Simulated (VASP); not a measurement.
# A VASP study of TiSiPb (PBE + D4): structure first, properties next, part 3 of 6

Aim: relax TiSiPb, then compute properties on the relaxed cell. The cell is invented: it takes the structure of a Materials Project entry for SrSiGe (space group 187 there), with some of its atoms replaced by other elements, volume scaled by an estimate. It may not be a known or stable phase.

VASP 6.6.1; PBE with D4; plane waves and PAW (Pb_d, Ti_sv, Si); invented cell.

So far. Step 3 (Full relaxation (PBE + D4)): It ends with forces that vanish by symmetry and a pressure of 0.06 GPa. Step 4 (Density, ELF and potential (PBE + D4)): In this run the pressure is 0.03 GPa, small enough to go on.

### Step 5. Band structure (PBE + D4)

The mesh alone shows little of the dispersion and can miss band extrema, so KPOINTS_OPT adds a path through the symmetry points after the self-consistent cycle.

INCAR

```
SYSTEM = TiSiPb
PREC = Accurate
ENCUT = 400
EDIFF = 1E-06
NELM = 100
ISMEAR = 1
SIGMA = 0.2
LREAL = .FALSE.
ALGO = Normal
GGA = PE
IVDW = 13
NBANDS = 28
LORBIT = 11
LWAVE = .FALSE.
LCHARG = .FALSE.
```

POSCAR

```
TiSiPb
1.0
    4.2836948574      0.0000000000      0.0000000000
   -2.1418474288      3.7097880636      0.0000000000
    0.0000000000      0.0000000000      3.9404015496
Pb Ti Si
1 1 1
Direct
    0.6666666700      0.3333333300      0.0000000000
    0.0000000000      0.0000000000      0.5000000000
    0.3333333300      0.6666666700      0.5000000000
```

KPOINTS

```
Automatic mesh
0
Gamma
6 6 6
0 0 0
```

KPOINTS_OPT

```
Line mode
16
Line-mode
Reciprocal
  0.00000000   0.00000000   0.00000000 GAMMA
  0.50000000   0.00000000   0.00000000 M

  0.50000000   0.00000000   0.00000000 M
  0.33333333   0.33333333   0.00000000 K

  0.33333333   0.33333333   0.00000000 K
  0.00000000   0.00000000   0.00000000 GAMMA

  0.00000000   0.00000000   0.00000000 GAMMA
  0.00000000   0.00000000   0.50000000 A

  0.00000000   0.00000000   0.50000000 A
  0.50000000   0.00000000   0.50000000 L

  0.50000000   0.00000000   0.50000000 L
  0.33333333   0.33333333   0.50000000 H

  0.33333333   0.33333333   0.50000000 H
  0.00000000   0.00000000   0.50000000 A

  0.50000000   0.00000000   0.50000000 L
  0.50000000   0.00000000   0.00000000 M

  0.33333333   0.33333333   0.00000000 K
  0.33333333   0.33333333   0.50000000 H
```

Potentials, in the order of the species: Pb_d, Ti_sv and Si (PBE family, release 64).

The run is started by

```
> mpirun -np 1 vasp_std
```

What it wrote:

```text
[... set-up lines as in an earlier step ...]
 entering main loop
       N       E                     dE             d eps       ncg     rms          rms(c)
DAV:   1     0.300389043586E+03    0.30039E+03   -0.12209E+04  1576   0.104E+03
DAV:   2     0.963120605115E+01   -0.29076E+03   -0.27625E+03  1588   0.332E+02
DAV:   3    -0.160431982685E+02   -0.25674E+02   -0.24987E+02  2356   0.103E+02
DAV:   4    -0.180854799054E+02   -0.20423E+01   -0.19944E+01  2276   0.204E+01
DAV:   5    -0.181636405129E+02   -0.78161E-01   -0.78144E-01  2060   0.384E+00    0.102E+01
DAV:   6    -0.171344889697E+02    0.10292E+01   -0.53519E+00  1784   0.223E+01    0.791E+00
DAV:   7    -0.161779963867E+02    0.95649E+00   -0.25346E+00  1752   0.156E+01    0.331E+00
DAV:   8    -0.161040091371E+02    0.73987E-01   -0.22118E-01  1852   0.411E+00    0.110E+00
DAV:   9    -0.160979686479E+02    0.60405E-02   -0.45592E-02  2056   0.145E+00    0.252E-01
DAV:  10    -0.160984126933E+02   -0.44405E-03   -0.28627E-03  2164   0.351E-01    0.169E-01
DAV:  11    -0.160985632115E+02   -0.15052E-03   -0.44820E-04  1908   0.144E-01    0.576E-02
DAV:  12    -0.160985476868E+02    0.15525E-04   -0.72063E-05  1956   0.619E-02    0.104E-02
DAV:  13    -0.160985454348E+02    0.22520E-05   -0.61230E-06  1848   0.203E-02    0.537E-03
DAV:  14    -0.160985452175E+02    0.21725E-06   -0.53533E-07  1096   0.622E-03
   1 F= -.17153434E+02 E0= -.17152412E+02  d E =-.306562E-02
 Start KPOINTS_OPT (optional k-point list driver)
k-point batch [1-28\144]
       N       E                     dE             ncg
DAV:   1     0.969188804886E+03   -0.12618E+05     1576
DAV:   2    -0.720747114743E+04   -0.81767E+04     1588
DAV:   3    -0.795354409656E+04   -0.74607E+03     2348
DAV:   4    -0.802115929427E+04   -0.67615E+02     2228
DAV:   5    -0.802388222606E+04   -0.27229E+01     2064
DAV:   6    -0.802394423550E+04   -0.62009E-01     2208
DAV:   7    -0.802394546198E+04   -0.12265E-02     2028
DAV:   8    -0.802394547873E+04   -0.16748E-04     2132
DAV:   9    -0.802394547895E+04   -0.21648E-06     1232
[...]
k-point batch [141-144\144]
       N       E                     dE             ncg
DAV:   1     0.197788695941E+05   -0.39550E+04      224
DAV:   2     0.186160765334E+05   -0.11628E+04      224
DAV:   3     0.185066770342E+05   -0.10940E+03      356
DAV:   4     0.184982695736E+05   -0.84075E+01      304
DAV:   5     0.184979621757E+05   -0.30740E+00      304
DAV:   6     0.184979585682E+05   -0.36075E-02      328
DAV:   7     0.184979584348E+05   -0.13339E-03      304
DAV:   8     0.184979584316E+05   -0.31476E-05      320
DAV:   9     0.184979584316E+05   -0.50175E-07      200
```

Run time: 1.7 min. Hardware: 1 MPI rank of AMD EPYC 7R43, shared host; peak memory 0.15 GiB.

Parts of OUTCAR (step 5):

```text
   k-points           NKPTS =     28   k-points in BZ     NKDIM =     28   number of bands    NBANDS=     28

   NELECT =      30.0000    total number of electrons

 E-fermi :   7.8666

 k-point     1 :       0.0000    0.0000    0.0000
  band No.  band energies     occupation
    ...
     10      -3.3157      2.00000
     11       3.7113      2.00000
     12       5.3542      2.00000
     13       5.3542      2.00000
     14       6.8191      2.00000
     15       8.4097     -0.00084
     16       8.9128     -0.00000
     17       8.9128     -0.00000
     18      10.0016     -0.00000
     19      10.0016     -0.00000
    ...

  DFT-D4 for vdW energy calculation

  Edisp (eV):   -1.05489

  Total       0.00557     0.00557     0.01610    -0.00000    -0.00000    -0.00000
  in kB       0.14253     0.14253     0.41191    -0.00000    -0.00000    -0.00000
  external pressure =        0.23 kB  Pullay stress =        0.00 kB

 POSITION                                       TOTAL-FORCE (eV/Angst)
 -----------------------------------------------------------------------------------
      2.14185      1.23660      0.00000         0.000000     -0.000000      0.000000
      0.00000      0.00000      1.97020        -0.000000      0.000000      0.000000
     -0.00000      2.47319      1.97020        -0.000000     -0.000000      0.000000
 -----------------------------------------------------------------------------------
    total drift:                               -0.000018      0.000010     -0.000000

  FREE ENERGIE OF THE ION-ELECTRON SYSTEM (eV)
  ---------------------------------------------------
  free  energy   TOTEN  =       -17.1534342566 eV

  energy  without entropy=      -17.1503686366  energy(sigma->0) =      -17.15241238

[... 8 parts as in an earlier step ...]

[... 8 further parts left out ...]
```

Spin-orbit coupling is off here; with elements this heavy it splits and shifts levels by tenths of an eV or more.

Numbers from this step:

```
bands    : 28
pressure : 0.02323 GPa
```

The electronic bands at the labelled points (eV, zero at the Fermi level; # counts the bands kept, so #1 is VASP's band 10):

```tsv
point	#3	#4	#5	#6	#7	#8	#9	#10
Γ	-2.51	-2.51	-1.05	0.54	1.05	1.05	2.14	2.14
M	-2.16	-2.01	-1.02	-0.41	0.47	0.95	1.76	2.56
K	-4.45	-0.33	-0.32	-0.31	-0.06	0.44	2.16	3.63
Γ	-2.51	-2.51	-1.05	0.54	1.05	1.05	2.14	2.14
A	-1.76	-1.76	0.18	0.18	1.43	1.69	1.95	2.91
L	-4.38	-3.83	-1.12	-0.66	0.01	1.61	1.67	1.96
H	-3.97	-3.95	-2.12	-1.75	0.14	1.53	1.70	1.97
A	-1.76	-1.76	0.18	0.18	1.43	1.69	1.95	2.91
jump to L	-4.38	-3.83	-1.12	-0.66	0.01	1.61	1.67	1.96
M	-2.16	-2.01	-1.02	-0.41	0.47	0.95	1.76	2.56
jump to K	-4.45	-0.33	-0.32	-0.31	-0.06	0.44	2.16	3.63
H	-3.97	-3.95	-2.12	-1.75	0.14	1.53	1.70	1.97
```

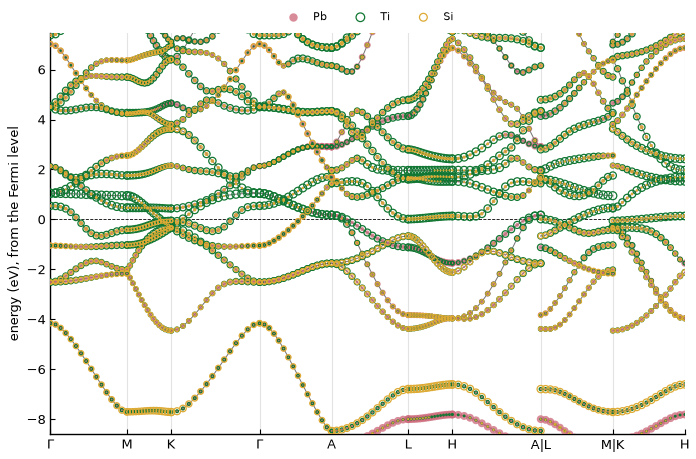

Electronic bands along the path; dots are coloured as in the legend, and their area grows with the weight.

There is no gap at this level.

### Step 6. Density of states (PBE + D4)

A density of states needs more k-points than a total energy; ISMEAR = -5 takes tetrahedra, and LORBIT projects the states on the PAW spheres. The mesh is finer than in the run before.

Changes to INCAR since step 5:

```diff
@@ -5,3 +5,3 @@
 NELM = 100
-ISMEAR = 1
+ISMEAR = -5
 SIGMA = 0.2
@@ -15 +15,2 @@
 LCHARG = .FALSE.
+NEDOS = 2001
```

POSCAR is that of step 5.

KPOINTS

```
Automatic mesh
0
Gamma
9 9 8
0 0 0
```

The run is started by

```
> mpirun -np 1 vasp_std
```

What it wrote:

```text
[... set-up lines as in an earlier step ...]
 entering main loop
       N       E                     dE             d eps       ncg     rms          rms(c)
DAV:   1     0.303408392941E+03    0.30341E+03   -0.12238E+04  3360   0.104E+03
DAV:   2     0.101408429669E+02   -0.29327E+03   -0.27925E+03  3412   0.333E+02
DAV:   3    -0.159897982310E+02   -0.26131E+02   -0.25439E+02  5120   0.104E+02
DAV:   4    -0.180879934382E+02   -0.20982E+01   -0.20382E+01  4848   0.208E+01
DAV:   5    -0.181738070468E+02   -0.85814E-01   -0.85825E-01  4416   0.402E+00    0.102E+01
DAV:   6    -0.171555414453E+02    0.10183E+01   -0.60220E+00  3788   0.224E+01    0.798E+00
DAV:   7    -0.161808116726E+02    0.97473E+00   -0.27645E+00  3728   0.158E+01    0.335E+00
DAV:   8    -0.160998839348E+02    0.80928E-01   -0.27106E-01  3876   0.409E+00    0.111E+00
DAV:   9    -0.160942775451E+02    0.56064E-02   -0.45859E-02  4464   0.134E+00    0.261E-01
DAV:  10    -0.160948416398E+02   -0.56409E-03   -0.27050E-03  4544   0.323E-01    0.186E-01
DAV:  11    -0.160949980912E+02   -0.15645E-03   -0.49035E-04  3996   0.171E-01    0.514E-02
DAV:  12    -0.160950149846E+02   -0.16893E-04   -0.56363E-05  4412   0.433E-02    0.101E-02
DAV:  13    -0.160950077724E+02    0.72122E-05   -0.61435E-06  4644   0.199E-02    0.661E-03
DAV:  14    -0.160950068832E+02    0.88920E-06   -0.65851E-07  2636   0.595E-03
   1 F= -.17149896E+02 E0= -.17149896E+02  d E =0.000000E+00
 -----------------------------------------------------------------------------
|                                                                             |
|           W    W    AA    RRRRR   N    N  II  N    N   GGGG   !!!           |
|           W    W   A  A   R    R  NN   N  II  NN   N  G    G  !!!           |
|           W    W  A    A  R    R  N N  N  II  N N  N  G       !!!           |
|           W WW W  AAAAAA  RRRRR   N  N N  II  N  N N  G  GGG   !            |
|           WW  WW  A    A  R   R   N   NN  II  N   NN  G    G                |
|           W    W  A    A  R    R  N    N  II  N    N   GGGG   !!!           |
|                                                                             |
|     Tetrahedron method does not include variations of the Fermi             |
|     occupations, so forces and stress will be inaccurate. We suggest        |
|     using a different smearing scheme ISMEAR = 1 or 2 for metals in         |
|     relaxations.                                                            |
|                                                                             |
 -----------------------------------------------------------------------------
```

It took 56 s on 1 MPI rank; peak memory 0.18 GiB.

From OUTCAR (step 6):

```text
   k-points           NKPTS =     60   k-points in BZ     NKDIM =     60   number of bands    NBANDS=     28

   NELECT =      30.0000    total number of electrons

 E-fermi :   7.8763

 k-point     1 :       0.0000    0.0000    0.0000
  band No.  band energies     occupation
    ...
     10      -3.3152      2.00000
     11       3.7054      2.00000
     12       5.3390      2.00000
     13       5.3390      2.00000
     14       6.8152      2.00000
     15       8.4022      0.00000
     16       8.8916      0.00000
     17       8.8916      0.00000
     18      10.0019      0.00000
     19      10.0019      0.00000
    ...

  DFT-D4 for vdW energy calculation

  Edisp (eV):   -1.05489

  Total       0.21357     0.21357    -0.23242    -0.00000    -0.00000     0.00000
  in kB       5.46446     5.46446    -5.94658    -0.00000    -0.00000     0.00000
  external pressure =        1.66 kB  Pullay stress =        0.00 kB

 POSITION                                       TOTAL-FORCE (eV/Angst)
 -----------------------------------------------------------------------------------
      2.14185      1.23660      0.00000         0.000000     -0.000000      0.000000
      0.00000      0.00000      1.97020         0.000000      0.000000      0.000000
     -0.00000      2.47319      1.97020        -0.000000      0.000000      0.000000
 -----------------------------------------------------------------------------------
    total drift:                               -0.000018      0.000010     -0.000000

  FREE ENERGIE OF THE ION-ELECTRON SYSTEM (eV)
  ---------------------------------------------------
  free  energy   TOTEN  =       -17.1498959222 eV

  energy  without entropy=      -17.1498959222  energy(sigma->0) =      -17.14989592

[... 6 parts as in an earlier step ...]

[... 10 further parts left out ...]
```

The DOS at the Fermi level is high for the number of transition-metal atoms. It is one value on this mesh and may be a narrow spike; if it stands, a magnetic instability is possible, which a run without spin can't show. With tetrahedra the forces and stress of a metal are not exact derivatives of the energy.

This step gave:

```
irreducible k-points   : 60
Fermi energy           : 7.876 eV
pressure               : 0.1661 GPa
DOS at the Fermi level : 4.393 states/eV/cell
```

The density of states has structure finer than the step of the table below, so its rows give means over 1 eV, whole bins alone (the curve runs from -12.0 to 4.02 eV). Peaks (eV: height): total -0.3: 6.29, 0.0: 5.04, 1.3: 6.75, 1.7: 4.78; Ti d -0.3: 2.76, 0.0: 2.73, 1.3: 4.31, 1.7: 2.90; Si p -2.5: 0.287, -2.2: 0.309, -0.3: 0.640, 0.0: 0.332; Pb p -3.6: 0.229, -2.5: 0.237, -2.2: 0.253, -1.1: 0.271; Pb s -9.1: 0.559, -6.9: 0.349, 1.3: 0.243, 1.7: 0.176.

States under -12.0 eV and over 4.0 eV are left out. Density of states against energy, zero at the Fermi level; means over each step; 7 of 8 lines; values in states/eV/cell:

```tsv
energy (eV)	total	Ti d	Si p	Pb p	Pb s	Ti p	Ti s
-11	0.150	2.4e-4	4.7e-4	6.5e-4	0.0502	5.7e-4	0.00490
-10	0.544	0.00162	0.00435	0.00473	0.202	0.00527	0.0122
-9	0.956	0.00641	0.0118	0.00737	0.450	0.0127	0.00816
-8	0.524	0.0107	0.00432	0.00953	0.218	0.00489	0.00560
-7	1.38	0.0529	0.00951	0.0385	0.159	0.0248	0.0194
-6	0.352	0.0190	0.00482	0.00966	0.0786	0.00352	0.00381
-5	0.0954	0.00683	0.00150	0.00207	0.0245	5.2e-4	8.5e-4
-4	0.938	0.0622	0.0996	0.132	0.00966	0.0162	0.0373
-3	1.53	0.173	0.177	0.191	0.0293	0.0278	0.0385
-2	1.96	0.374	0.242	0.207	0.0283	0.0435	0.0246
-1	1.95	0.591	0.170	0.198	0.0258	0.0320	0.0176
0	3.03	1.45	0.219	0.147	0.0539	0.0343	0.0492
1	2.76	1.67	0.0790	0.0997	0.0861	0.0299	0.0157
2	3.25	1.78	0.133	0.114	0.0783	0.0800	0.0428
3	1.36	0.585	0.0922	0.109	0.00861	0.0357	0.00929
```

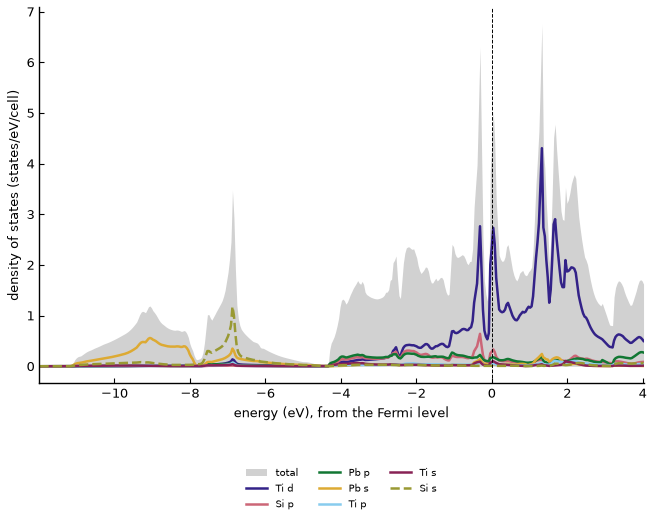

Density of states against energy.

The finer mesh and the other smearing move the Fermi level by +0.01 eV from the 6×6×6 run, a small shift, which tests the Fermi level alone. Of the states within 0.3 eV of the Fermi level, the largest shares in the PAW spheres are Ti d 50 % and Si p 7 %. The rest lies in smaller channels or between the spheres.

### Step 7. Volume scan with PBE + D4

An equation of state needs energies on both sides of the minimum, all on one mesh and cutoff.

INCAR

```
SYSTEM = TiSiPb
PREC = Accurate
ENCUT = 400
EDIFF = 1E-06
NELM = 100
ISMEAR = 1
SIGMA = 0.2
LREAL = .FALSE.
ALGO = Normal
GGA = PE
IVDW = 13
NBANDS = 21
LORBIT = 11
LWAVE = .FALSE.
LCHARG = .FALSE.
ISIF = 2
```

POSCAR

```
TiSiPb
1.0
    4.1962479763      0.0000000000      0.0000000000
   -2.0981239882      3.6340568534      0.0000000000
    0.0000000000      0.0000000000      3.8599626207
Pb Ti Si
1 1 1
Direct
    0.6666666700      0.3333333300      0.0000000000
    0.0000000000      0.0000000000      0.5000000000
    0.3333333300      0.6666666700      0.5000000000
```

KPOINTS

```
Automatic mesh
0
Gamma
6 6 6
0 0 0
```

The run is started by

```
> mpirun -np 1 vasp_std
```

What it wrote:

```text
[... set-up lines as in an earlier step ...]
 entering main loop
       N       E                     dE             d eps       ncg     rms          rms(c)
DAV:   1     0.283917189681E+03    0.28392E+03   -0.13346E+04  1184   0.143E+03
DAV:   2     0.770460393832E+01   -0.27621E+03   -0.26933E+03  1211   0.409E+02
DAV:   3    -0.162227664057E+02   -0.23927E+02   -0.23364E+02  2107   0.123E+02
DAV:   4    -0.177241164152E+02   -0.15014E+01   -0.14760E+01  1566   0.214E+01
DAV:   5    -0.178423580642E+02   -0.11824E+00   -0.11820E+00  1751   0.561E+00    0.106E+01
DAV:   6    -0.167405994585E+02    0.11018E+01   -0.14357E+01  1504   0.290E+01    0.702E+00
DAV:   7    -0.160205764061E+02    0.72002E+00   -0.48223E+00  1513   0.191E+01    0.352E+00
DAV:   8    -0.159695041272E+02    0.51072E-01   -0.35337E-01  1390   0.528E+00    0.989E-01
DAV:   9    -0.159688760654E+02    0.62806E-03   -0.39645E-02  1693   0.137E+00    0.345E-01
DAV:  10    -0.159688292759E+02    0.46789E-04   -0.28440E-03  1694   0.462E-01    0.156E-01
DAV:  11    -0.159690125504E+02   -0.18327E-03   -0.42292E-04  1521   0.152E-01    0.734E-02
DAV:  12    -0.159689427256E+02    0.69825E-04   -0.23700E-04  1571   0.138E-01    0.614E-03
DAV:  13    -0.159689428974E+02   -0.17184E-06   -0.11819E-05  1415   0.283E-02    0.532E-03
DAV:  14    -0.159689426061E+02    0.29131E-06   -0.45991E-07   993   0.697E-03
   1 F= -.17089320E+02 E0= -.17088445E+02  d E =-.262633E-02
```

Wall time 21 s (1 MPI rank); peak memory 0.13 GiB.

Parts of OUTCAR (step 7):

```text
   ENCUT  =  400.0 eV  29.40 Ry    5.42 a.u.   6.84  6.84  6.29*2*pi/ulx,y,z

   NELECT =      30.0000    total number of electrons

 E-fermi :   8.6012

 k-point     1 :       0.0000    0.0000    0.0000
  band No.  band energies     occupation
    ...
     10      -2.9973      2.00000
     11       4.5972      2.00000
     12       5.8958      2.00000
     13       5.8958      2.00000
     14       7.4576      2.00000
     15       9.2229     -0.00010
     16       9.7052     -0.00000
     17       9.7052     -0.00000
     18      10.8711     -0.00000
     19      10.8711     -0.00000
    ...

  DFT-D4 for vdW energy calculation

  Edisp (eV):   -1.12038

  Total       2.22265     2.22265     1.25557    -0.00000     0.00000     0.00000
  in kB      60.49863    60.49861    34.17555    -0.00000     0.00000     0.00000
  external pressure =       51.72 kB  Pullay stress =        0.00 kB

 POSITION                                       TOTAL-FORCE (eV/Angst)
 -----------------------------------------------------------------------------------
      2.09812      1.21135      0.00000        -0.000000      0.000000      0.000000
      0.00000      0.00000      1.92998         0.000000      0.000000      0.000000
     -0.00000      2.42270      1.92998         0.000000     -0.000000      0.000000
 -----------------------------------------------------------------------------------
    total drift:                               -0.000019      0.000010      0.000000

  FREE ENERGIE OF THE ION-ELECTRON SYSTEM (eV)
  ---------------------------------------------------
  free  energy   TOTEN  =       -17.0893200485 eV

  energy  without entropy=      -17.0866937227  energy(sigma->0) =      -17.08844461

[... 4 parts as in an earlier step ...]

[... 12 further parts left out ...]
```

The scan keeps the cell's shape and the fractional positions fixed.

This step gave:

```yaml
bands: 21
irreducible_k_points: 28
free_energy_toten: -17.09 eV
energy_at_zero_smearing: -17.09 eV
fermi_energy: 8.601 eV
pressure: 5.172 GPa
```

The pressure here is 5.17 GPa.

[end of part 3 of 6]

[Lines on the potential files, build, host, timing and source positions are cut from VASP's logs without a mark.]

[Logs are printed without paths, hosts, clocks, repeated set-up lines and the standing remarks that a program may print on its own settings, such as how far it seeks lower states.]

[Hosts, paths, dates, database ids (printed as entryN), source tags and the programs' standing remarks are cut or masked in the printed files.]

[A measured line is paired with the nearest computed mode of its activity, which favours agreement.]

[In band tables of VASP the shares of atoms and orbitals are scaled to a sum of 1 inside the atoms' spheres.]
